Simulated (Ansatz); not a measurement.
```xyz
4

B     0.0000    0.0000   -0.8230
B     0.0000    0.0000    0.8365
F     0.0000    0.0000   -2.0413
O     0.0000    0.0000    2.0278
```

Geometry: PBE0-D3(BJ)/def2-SVP.

All numbers below come from isolated molecule in a Gaussian basis; Kohn-Sham density functional theory, functional PBE0 (Ansatz 0.2.0).

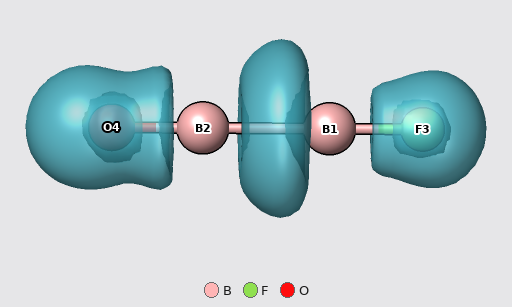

B2FO (SMILES O=B[B+]F) (charge +1). Isosurface of the electron localisation function at 0.75 (cyan), seen from one side. Core shells and regions of very low density are left out.

**Describe the localisation domains.**

The ELF exceeds this value in one region between bonded B–B atoms (shared pairs), one region on F in which the atom's valence shell and bonds are merged and one region on O in which the atom's valence shell and bonds are merged. Profiles from the grid: B–O (1.19 Å): the ELF peaks at about 0.85 between the atoms; a polar covalent bond. B–F (1.22 Å): the ELF peaks at about 0.85 between the atoms (a short, strongly polar bond).
